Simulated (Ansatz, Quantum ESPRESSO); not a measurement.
# Mg chain with one atom pushed 1.0 Å aside at constant bond length: ballistic transmission, part 2 of 4

Aim: the zero-bias transmission with pwcond for this junction: Mg chain with one atom pushed 1.0 Å aside at constant bond length.

Quantum ESPRESSO 7.5; plane-wave DFT, PBE, GBRV ultrasoft pseudopotentials; cross-check by Ansatz 0.2.0 with PAW datasets.

So far. Step 2 (Ground state): The run needed 14 iterations to bring the estimated error under 1e-07 Ry; the largest force on any atom, held or free, is 0.21 eV/Å.

### 3. Transmission with pwcond.x

Level of this step: transmission by pwcond, lead and junction from one cell; plane-wave DFT, PBE, GBRV ultrasoft pseudopotentials (Quantum ESPRESSO).

prefixt takes both regions from one run: the lead from 0 to bdl, the scattering region from bdl to bds (units of alat). ikind = 1 puts the same lead on both sides. The program's T_tot counts both spins in a run without spin; the tables below give T per spin.

The input, cond.in:

```
&inputcond
  outdir = './out'
  prefixt = 'scf'
  tran_file = 'cond.dat'
  bdl = 0.8000000000
  bds = 4.3542472333
  ikind = 1
  ewind = 4.0
  epsproj = 1e-05
  nz1 = 7
  energy0 = 2.0
  denergy = -0.1
/
1
  0.00000000 0.00000000 1.00000000
41
```

On the command line:

```
$ OMP_NUM_THREADS=1 mpirun -n 4 pwcond.x -in cond.in > cond.out
```

What it wrote:

```text
[banner, memory and clock lines left out]
Program PWCOND v.7.5 starts

          URL

     ./out/scf.save/

     IMPORTANT: XC functional enforced from input :
     Exchange-correlation= PBE
                           (   1   4   3   4   0   0   0)
     Any further DFT definition will be discarded
     Please, verify this is what you really want

     Reading collected, re-writing distributed wavefunctions

===== INPUT FILE containing all the regions =====

     GEOMETRY:

     lattice parameter (alat)  =      14.1729  a.u.
     the volume                =   12396.3399 (a.u.)^3
     the cross section         =     200.8724 (a.u.)^2
     l of the unit cell        =       4.3542 (alat)
     number of atoms/cell      =           11
     number of atomic types    =            1

     crystal axes: (cart. coord. in units of alat)
               a(1) = (  1.0000  0.0000  0.0000 )
               a(2) = (  0.0000  1.0000  0.0000 )
               a(3) = (  0.0000  0.0000  4.3542 )

   Cartesian axes

     site n.     atom                  positions (alat units)
          1        Mg     tau(  1)=(  0.5000  0.5000  4.3542  )
          2        Mg     tau(  2)=(  0.5000  0.5000  0.4000  )
          3        Mg     tau(  3)=(  0.5000  0.5000  0.8000  )
          4        Mg     tau(  4)=(  0.5000  0.5000  1.2000  )
          5        Mg     tau(  5)=(  0.5000  0.5000  1.6000  )
          6        Mg     tau(  6)=(  0.6333  0.5000  1.9771  )
          7        Mg     tau(  7)=(  0.5000  0.5000  2.3542  )
          8        Mg     tau(  8)=(  0.5000  0.5000  2.7542  )
          9        Mg     tau(  9)=(  0.5000  0.5000  3.1542  )
         10        Mg     tau( 10)=(  0.5000  0.5000  3.5542  )
         11        Mg     tau( 11)=(  0.5000  0.5000  3.9542  )

     nr1s                      =           54
     nr2s                      =           54
     nr3s                      =          240
     nr1sx                     =           54
     nr2sx                     =           54
     nr3sx                     =          240
     nr1                       =           60
     nr2                       =           60
     nr3                       =          270
     nr1x                      =           60
     nr2x                      =           60
     nr3x                      =          270

 _______________________________
  Radii of nonlocal spheres:

     type       ibeta     ang. mom.          radius (alat units)
       Mg         1         0                    0.1069
       Mg         2         0                    0.1069
       Mg         3         0                    0.1069
       Mg         4         1                    0.1069
       Mg         5         1                    0.1069
       Mg         6         2                    0.1069
       Mg         7         2                    0.1069
----- General information -----

--- T calc. with identical leads (ikind=1) ---

     nrx                       =           54
     nry                       =           54
     nz1                       =            7

     energy0               =         2.0E+00
     denergy               =        -1.0E-01
     nenergy               =         41
     ecut2d                =         3.4E+01
     ewind                 =         4.0E+00
     epsproj               =         1.0E-05

     number of k_|| points=    1
                       cryst. coord.
        k(    1) = (   0.0000000   0.0000000), wk =   1.0000000
----- Information about left/right lead -----

     nocros                   =           19
     noins                    =           19
     norb                     =           57
     norbf                    =          190
     nrz                      =           44

      iorb      type   ibeta   ang. mom.   m       position (alat)
        1        1       1        0        1   taunew(   1)=(  0.5000  0.5000  0.0000)
        2        1       2        0        1   taunew(   2)=(  0.5000  0.5000  0.0000)
        3        1       3        0        1   taunew(   3)=(  0.5000  0.5000  0.0000)
        4        1       4        1        1   taunew(   4)=(  0.5000  0.5000  0.0000)
        5        1       4        1        2   taunew(   5)=(  0.5000  0.5000  0.0000)
        6        1       4        1        3   taunew(   6)=(  0.5000  0.5000  0.0000)
        7        1       5        1        1   taunew(   7)=(  0.5000  0.5000  0.0000)
        8        1       5        1        2   taunew(   8)=(  0.5000  0.5000  0.0000)
        9        1       5        1        3   taunew(   9)=(  0.5000  0.5000  0.0000)
       10        1       6        2        1   taunew(  10)=(  0.5000  0.5000  0.0000)
       11        1       6        2        2   taunew(  11)=(  0.5000  0.5000  0.0000)
       12        1       6        2        3   taunew(  12)=(  0.5000  0.5000  0.0000)
       13        1       6        2        4   taunew(  13)=(  0.5000  0.5000  0.0000)
       14        1       6        2        5   taunew(  14)=(  0.5000  0.5000  0.0000)
       15        1       7        2        1   taunew(  15)=(  0.5000  0.5000  0.0000)
       16        1       7        2        2   taunew(  16)=(  0.5000  0.5000  0.0000)
       17        1       7        2        3   taunew(  17)=(  0.5000  0.5000  0.0000)
       18        1       7        2        4   taunew(  18)=(  0.5000  0.5000  0.0000)
       19        1       7        2        5   taunew(  19)=(  0.5000  0.5000  0.0000)
       20        1       1        0        1   taunew(  20)=(  0.5000  0.5000  0.4000)
       21        1       2        0        1   taunew(  21)=(  0.5000  0.5000  0.4000)
       22        1       3        0        1   taunew(  22)=(  0.5000  0.5000  0.4000)
       23        1       4        1        1   taunew(  23)=(  0.5000  0.5000  0.4000)
       24        1       4        1        2   taunew(  24)=(  0.5000  0.5000  0.4000)
       25        1       4        1        3   taunew(  25)=(  0.5000  0.5000  0.4000)
       26        1       5        1        1   taunew(  26)=(  0.5000  0.5000  0.4000)
       27        1       5        1        2   taunew(  27)=(  0.5000  0.5000  0.4000)
       28        1       5        1        3   taunew(  28)=(  0.5000  0.5000  0.4000)
       29        1       6        2        1   taunew(  29)=(  0.5000  0.5000  0.4000)
       30        1       6        2        2   taunew(  30)=(  0.5000  0.5000  0.4000)
       31        1       6        2        3   taunew(  31)=(  0.5000  0.5000  0.4000)
       32        1       6        2        4   taunew(  32)=(  0.5000  0.5000  0.4000)
       33        1       6        2        5   taunew(  33)=(  0.5000  0.5000  0.4000)
[...]
ngper, shell number =          545          70
 ngper, n2d =          545         204
---  E-Ef =    2.0000000  k =    0.0000000   0.0000000
---  ie =          1  ik =          1
 Nchannels of the left tip =            4
 Right moving states:
   k1(2pi/a)   k2(2pi/a)   E-Ef (eV)
   0.2015697  -0.0000143   2.0000000
   0.3054160  -0.0000058   2.0000000
  -0.3367136  -0.0000000   2.0000000
  -0.3367136  -0.0000000   2.0000000
 Left moving states:
   k1(2pi/a)   k2(2pi/a)   E-Ef (eV)
  -0.2015697  -0.0000143   2.0000000
  -0.3054160  -0.0000058   2.0000000
   0.3367137  -0.0000000   2.0000000
   0.3367137  -0.0000000   2.0000000

 to transmit
 Band j to band i transmissions and reflections:
    j         i     |T_ij|^2    |R_ij|^2

    1 -->     1     0.62466     0.02884
    1 -->     2     0.01897     0.03284
    1 -->     3     0.10169     0.01187
    1 -->     4     0.16803     0.01309
   Total T_j, R_j =    0.91336  0.08664

    2 -->     1     0.02052     0.03284
    2 -->     2     0.42151     0.20012
    2 -->     3     0.06851     0.06812
    2 -->     4     0.11320     0.07517
   Total T_j, R_j =    0.62375  0.37625

    3 -->     1     0.10135     0.00941
    3 -->     2     0.06786     0.05402
    3 -->     3     0.68414     0.01191
    3 -->     4     0.05302     0.01828
   Total T_j, R_j =    0.90637  0.09363

    4 -->     1     0.16748     0.01555
    4 -->     2     0.11213     0.08927
    4 -->     3     0.05302     0.02598
    4 -->     4     0.51312     0.02345
   Total T_j, R_j =    0.84575  0.15425

E-Ef(ev), T(x2 spins) =    2.0000000   6.5784364
---  E-Ef =    1.9000000  k =    0.0000000   0.0000000
---  ie =          2  ik =          1
 Nchannels of the left tip =            4
 Right moving states:
   k1(2pi/a)   k2(2pi/a)   E-Ef (eV)
   0.1899903  -0.0000145   1.9000000
   0.2621046  -0.0000059   1.9000000
  -0.3559814  -0.0000000   1.9000000
  -0.3559814  -0.0000000   1.9000000
 Left moving states:
   k1(2pi/a)   k2(2pi/a)   E-Ef (eV)
  -0.1899903  -0.0000145   1.9000000
  -0.2621046  -0.0000059   1.9000000
   0.3559814  -0.0000000   1.9000000
   0.3559814  -0.0000000   1.9000000

 to transmit
 Band j to band i transmissions and reflections:
    j         i     |T_ij|^2    |R_ij|^2

    1 -->     1     0.61297     0.03404
    1 -->     2     0.02141     0.03119
    1 -->     3     0.09059     0.01146
    1 -->     4     0.17746     0.02088
   Total T_j, R_j =    0.90243  0.09757

    2 -->     1     0.02111     0.03119
    2 -->     2     0.35915     0.27005
    2 -->     3     0.05986     0.05009
    2 -->     4     0.11727     0.09127
   Total T_j, R_j =    0.55740  0.44260

    3 -->     1     0.09024     0.01093
    3 -->     2     0.06214     0.04777
    3 -->     3     0.69863     0.00956
    3 -->     4     0.05434     0.02639
   Total T_j, R_j =    0.90535  0.09465

    4 -->     1     0.17679     0.02141
    4 -->     2     0.12174     0.09359
    4 -->     3     0.05433     0.02811
    4 -->     4     0.46220     0.04183
   Total T_j, R_j =    0.81506  0.18494

E-Ef(ev), T(x2 spins) =    1.9000000   6.3604813
---  E-Ef =    1.8000000  k =    0.0000000   0.0000000
---  ie =          3  ik =          1
 Nchannels of the left tip =            4
 Right moving states:
   k1(2pi/a)   k2(2pi/a)   E-Ef (eV)
   0.1783542  -0.0000146   1.8000000
   0.2102704  -0.0000059   1.8000000
  -0.3758331  -0.0000000   1.8000000
  -0.3758331  -0.0000000   1.8000000
 Left moving states:
   k1(2pi/a)   k2(2pi/a)   E-Ef (eV)
  -0.1783542  -0.0000146   1.8000000
  -0.2102704  -0.0000059   1.8000000
   0.3758332  -0.0000000   1.8000000
   0.3758332  -0.0000000   1.8000000

 to transmit
 Band j to band i transmissions and reflections:
    j         i     |T_ij|^2    |R_ij|^2

    1 -->     1     0.60699     0.03925
    1 -->     2     0.02399     0.03134
    1 -->     3     0.08306     0.02043
    1 -->     4     0.17057     0.02437
   Total T_j, R_j =    0.88461  0.11539

    2 -->     1     0.02175     0.03134
    2 -->     2     0.25896     0.36137
    2 -->     3     0.05831     0.06773
    2 -->     4     0.11975     0.08079
   Total T_j, R_j =    0.45878  0.54122

    3 -->     1     0.08367     0.01467
    3 -->     2     0.05837     0.04863
    3 -->     3     0.67873     0.02090
    3 -->     4     0.06384     0.03119
   Total T_j, R_j =    0.88461  0.11539

    4 -->     1     0.17184     0.03013
    4 -->     2     0.11987     0.09988
    4 -->     3     0.06383     0.05147
    4 -->     4     0.40791     0.05507
   Total T_j, R_j =    0.76345  0.23655

E-Ef(ev), T(x2 spins) =    1.8000000   5.9828898
[... further energies and points left out ...]
---  E-Ef =   -1.8000000  k =    0.0000000   0.0000000
---  ie =         39  ik =          1
 Nchannels of the left tip =            1
 Right moving states:
   k1(2pi/a)   k2(2pi/a)   E-Ef (eV)
  -0.2939825  -0.0000196  -1.8000000
 Left moving states:
   k1(2pi/a)   k2(2pi/a)   E-Ef (eV)
   0.2939825  -0.0000196  -1.8000000

 to transmit
 Band j to band i transmissions and reflections:
    j         i     |T_ij|^2    |R_ij|^2

    1 -->     1     0.99788     0.00212
   Total T_j, R_j =    0.99788  0.00212

E-Ef(ev), T(x2 spins) =   -1.8000000   1.9957579
---  E-Ef =   -1.9000000  k =    0.0000000   0.0000000
---  ie =         40  ik =          1
 Nchannels of the left tip =            1
 Right moving states:
   k1(2pi/a)   k2(2pi/a)   E-Ef (eV)
  -0.3118098  -0.0000197  -1.9000000
 Left moving states:
   k1(2pi/a)   k2(2pi/a)   E-Ef (eV)
   0.3118098  -0.0000197  -1.9000000

 to transmit
 Band j to band i transmissions and reflections:
    j         i     |T_ij|^2    |R_ij|^2

    1 -->     1     0.99837     0.00163
   Total T_j, R_j =    0.99837  0.00163

E-Ef(ev), T(x2 spins) =   -1.9000000   1.9967415
---  E-Ef =   -2.0000000  k =    0.0000000   0.0000000
---  ie =         41  ik =          1
 Nchannels of the left tip =            1
 Right moving states:
   k1(2pi/a)   k2(2pi/a)   E-Ef (eV)
  -0.3300575  -0.0000199  -2.0000000
 Left moving states:
   k1(2pi/a)   k2(2pi/a)   E-Ef (eV)
   0.3300576  -0.0000199  -2.0000000

 to transmit
 Band j to band i transmissions and reflections:
    j         i     |T_ij|^2    |R_ij|^2

    1 -->     1     0.99878     0.00122
   Total T_j, R_j =    0.99878  0.00122

E-Ef(ev), T(x2 spins) =   -2.0000000   1.9975539
   T_tot     2.00000      0.65784E+01
   T_tot     1.90000      0.63605E+01
   T_tot     1.80000      0.59829E+01
   T_tot     1.70000      0.53804E+01
   T_tot     1.60000      0.37939E+01
   T_tot     1.50000      0.47653E+01
   T_tot     1.40000      0.52467E+01
   T_tot     1.30000      0.53888E+01
   T_tot     1.20000      0.52390E+01
   T_tot     1.10000      0.52043E+01
   T_tot     1.00000      0.50598E+01
   T_tot     0.90000      0.48387E+01
   T_tot     0.80000      0.45108E+01
   T_tot     0.70000      0.40057E+01
   T_tot     0.60000      0.31173E+01
   T_tot     0.50000      0.30523E+01
   T_tot     0.40000      0.27905E+01
   T_tot     0.30000      0.13827E+01
   T_tot     0.20000      0.00000E+00
   T_tot     0.10000      0.00000E+00
   T_tot    -0.00000      0.00000E+00
   T_tot    -0.10000      0.00000E+00
   T_tot    -0.20000      0.14886E+01
   T_tot    -0.30000      0.17210E+01
   T_tot    -0.40000      0.18113E+01
   T_tot    -0.50000      0.18636E+01
   T_tot    -0.60000      0.18985E+01
   T_tot    -0.70000      0.19235E+01
   T_tot    -0.80000      0.19421E+01
   T_tot    -0.90000      0.19562E+01
   T_tot    -1.00000      0.19670E+01
   T_tot    -1.10000      0.19752E+01
   T_tot    -1.20000      0.19813E+01
   T_tot    -1.30000      0.19858E+01
   T_tot    -1.40000      0.19891E+01
   T_tot    -1.50000      0.19915E+01
   T_tot    -1.60000      0.19932E+01
   T_tot    -1.70000      0.19946E+01
   T_tot    -1.80000      0.19958E+01
   T_tot    -1.90000      0.19967E+01
   T_tot    -2.00000      0.19976E+01

Note: The following floating-point exceptions are signalling: IEEE_UNDERFLOW_FLAG
Note: The following floating-point exceptions are signalling: IEEE_UNDERFLOW_FLAG
Note: The following floating-point exceptions are signalling: IEEE_UNDERFLOW_FLAG
Note: The following floating-point exceptions are signalling: IEEE_UNDERFLOW_FLAG
```

The job ended after 11 min (4 MPI ranks of Arm Neoverse N1, shared host; peak memory 0.59 GiB).

This step gave:

| Property | Result |
| --- | --- |
| lead channels at the Fermi level, one spin | 0 |
| transmission at the Fermi level, one spin | 0 |
| conductance | 0 G₀ |

Per spin. Table of open channels by energy, zero at the Fermi level:

| energy (eV) | open channels |
| --- | --- |
| -2.000 | 1 |
| -1.500 | 1 |
| -1.000 | 1 |
| -0.500 | 1 |
| 0.000 | 0 |
| 0.500 | 2 |
| 1.000 | 3 |
| 1.500 | 3 |
| 2.000 | 4 |

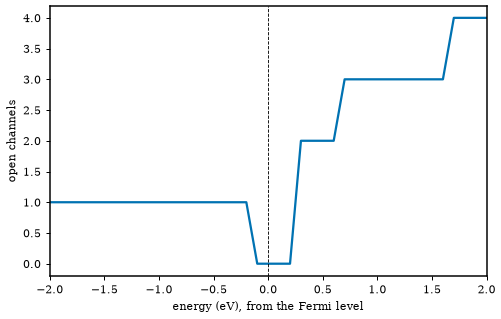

Open channels against energy.

Per spin. The transmission by energy, zero at the Fermi level:

| energy (eV) | transmission |
| --- | --- |
| -2.00 | 0.999 |
| -1.80 | 0.998 |
| -1.50 | 0.996 |
| -1.30 | 0.993 |
| -1.10 | 0.988 |
| -0.80 | 0.971 |
| -0.60 | 0.949 |
| -0.40 | 0.906 |
| -0.10 | 0 |
| 0.00 | 0 |
| 0.10 | 0 |
| 0.40 | 1.40 |
| 0.60 | 1.56 |
| 0.80 | 2.26 |
| 1.10 | 2.60 |
| 1.30 | 2.69 |
| 1.50 | 2.38 |
| 1.80 | 2.99 |
| 2.00 | 3.29 |

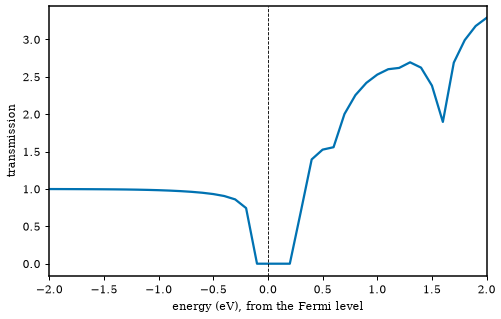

Transmission against energy.

The program's own clock; routines nest. Time by routine:

| routine | wall time (s) | calls |
| --- | --- | --- |
| PWCOND | 643.7 | 1 |
| scatter_forw | 496.3 | 82 |
| compbs | 113.6 | 41 |
| compbs_2 | 92.71 | 41 |
| local | 22.02 | 1 |
| init | 1.55 | 1 |
| poten | 0.19 | 1 |

At no point does T exceed the number of channels.

(Part 2 of 4 ends here.)

[Logs are printed without paths, hosts, clocks, repeated set-up lines and the standing remarks that a program may print on its own settings, such as how far it seeks lower states.]

[Hosts, paths, dates, database ids (printed as entryN), source tags and the programs' standing remarks are cut or masked in the printed files.]

[Maps of the electrostatic potential energy from Ansatz leave out the sawtooth potential of an applied field or a dipole correction, so their vacuum need not be flat; planar profiles and work functions include it.]
